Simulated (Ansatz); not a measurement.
Dissociation curves of AlHSCl (SMILES [SH][Al][Cl])

The species is AlHSCl (4 atoms), meant as a doublet with charge 0. As SMILES, `[SH][Al][Cl]`. Geometry: relaxed at PBE0-D4/def2-TZVP.

```xyz
4

S     0.4398    0.9849   -0.7447
Al   -0.3941   -0.5259    0.6091
Cl    0.2262   -2.5074    0.2510
H    -0.2164    1.9881   -0.1356
```

The S1–H4 distance is scanned; the parts on either side stay rigid. Basis STO-3G, 15 core orbitals frozen in the correlated methods; program Ansatz 0.2.0. FCI is exact within this basis and core. Energies in eV from each method's value at 1.345 Å; open shells run as named; a dash marks a point that is missing or didn't converge. The shape above is that at 1.345 Å.

```tsv
distance (Å)	UPBE	UB3LYP	U-r2SCAN0	UCAM-B3LYP	UHSE06	UBCCD(T)	FCI
1.345	0.00	0.00	0.00	0.00	0.00	0.00	0.00
1.681	0.90	1.00	1.16	1.11	1.08	0.94	0.94
2.017	2.56	2.78	3.08	3.03	2.96	2.45	2.44
2.689	4.29	4.39	4.42	4.53	4.44	–	3.87
3.362	4.45	4.57	4.58	4.70	4.57	4.19	3.94
```

Departure from the FCI curve at its largest: UPBE +0.51 eV at 3.36 Å; UB3LYP +0.63 eV at 3.36 Å; U-r2SCAN0 +0.64 eV at 3.36 Å; UCAM-B3LYP +0.76 eV at 3.36 Å; UHSE06 +0.62 eV at 3.36 Å; UBCCD(T) +0.25 eV at 3.36 Å. For the functionals part of the departure is owed to the small basis.

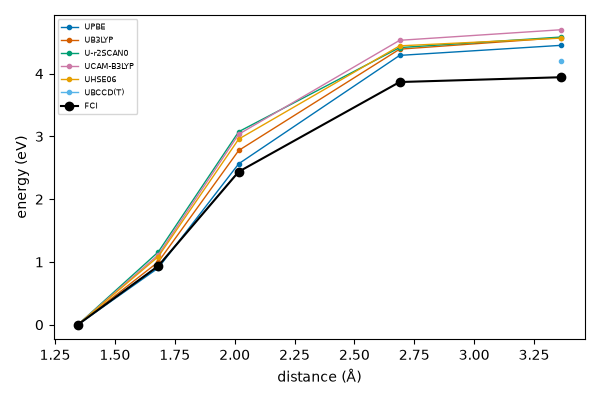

The curves of the table.
